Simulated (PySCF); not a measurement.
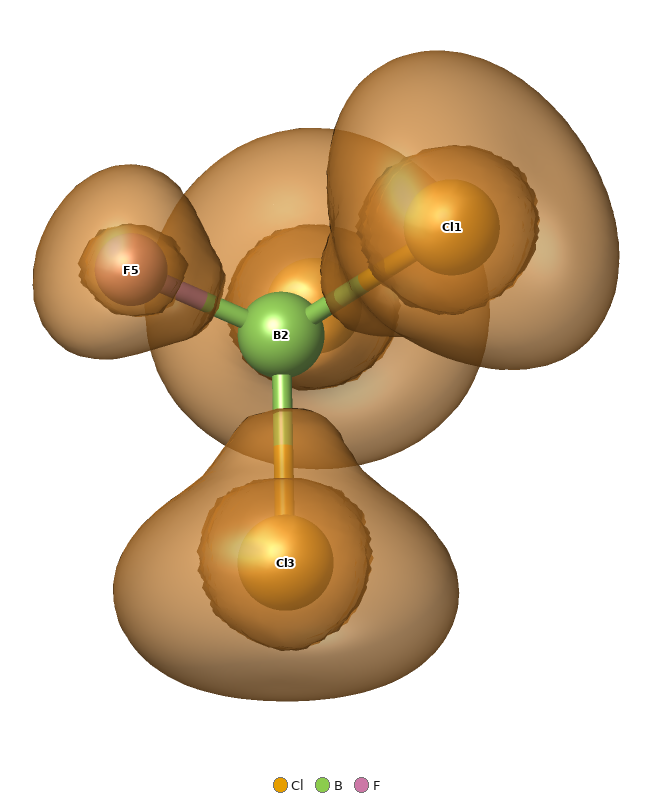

Figure. BCl3F (charge −1). Isosurface of the ELF at 0.75 (orange), seen at an oblique angle. Only the valence region is drawn (cores and ρ < 0.01 e/Å³ removed).

Geometry: PBE0-D3(BJ)/def2-SVPD.

Level of theory: wB97M-D3(BJ)/def2-TZVPD, SCF density, gas phase in PySCF.

Input

```
{"job": {"kind": "inter", "xc": "wB97M-D3(BJ)", "basis": "def2-TZVPD", "pairs": false}, "charge": -1, "multiplicity": 1, "parts": [{"atoms": "0-3", "charge": 0, "multiplicity": 1}, {"atoms": "4-4", "charge": -1, "multiplicity": 1}]}
Cl    -0.893786     1.105271    -0.857371
B      0.219915     0.414276     0.494887
Cl     1.879859    -0.067328    -0.251810
Cl    -0.588696    -1.110926     1.247013
F      0.407975     1.363787     1.466473
```

Run with:

```sh
OMP_NUM_THREADS=1 python cluster_run.py task.json out
```

**What do the ELF domains correspond to?**

At this value the surface marks out three regions on Cl in which the atom's valence shell and bonds are merged and one region on F in which the atom's valence shell and bonds are merged.

Values along the shortest contacts:
B–F (1.37 Å): the ELF peaks at about 0.85 between the atoms, as expected for a polar covalent bond. B–Cl (1.88 Å): the ELF peaks at about 0.90 between the atoms; a shared but strongly polarised pair.
